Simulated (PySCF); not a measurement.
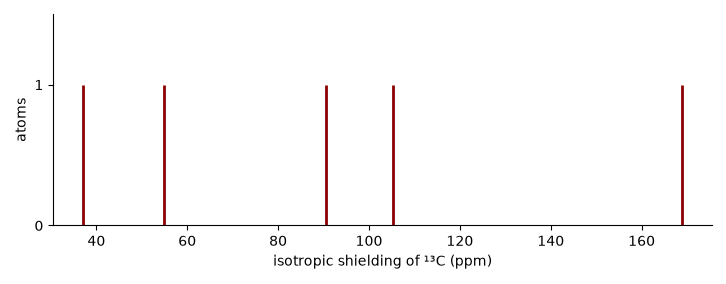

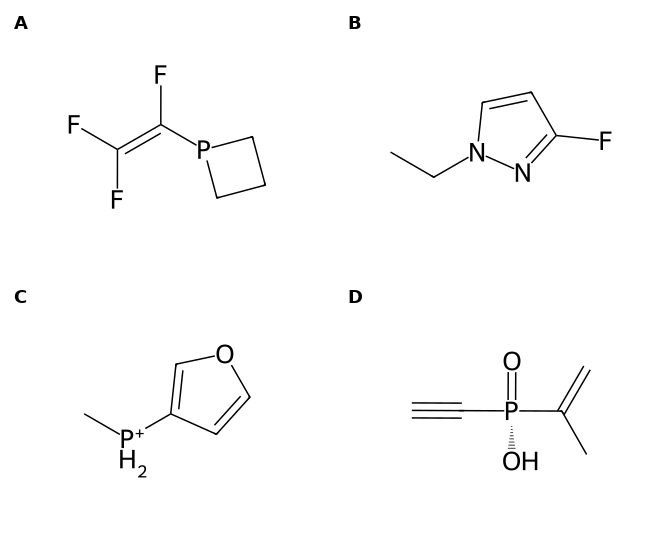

The sticks are computed shieldings of one of the molecules, for one fixed geometry (GFN2-xTB) without averaging over rotations. Low shielding means a high chemical shift. Method: GIAO PBE0/pcSseg-1 NMR shielding, non-relativistic, gas phase (PySCF 2.14.0).

> Match the spectrum to a structure.

D, `C#C[P@](=O)(O)C(=C)C`. Its 5 C atoms give lines at 37.1, 54.9, 90.6, 105.3, 168.8 ppm.

The geometry is semi-empirical. Around P such bond lengths and angles can be off by a tenth of an ångström or more and by several degrees, and values that hang on the shape move with them.
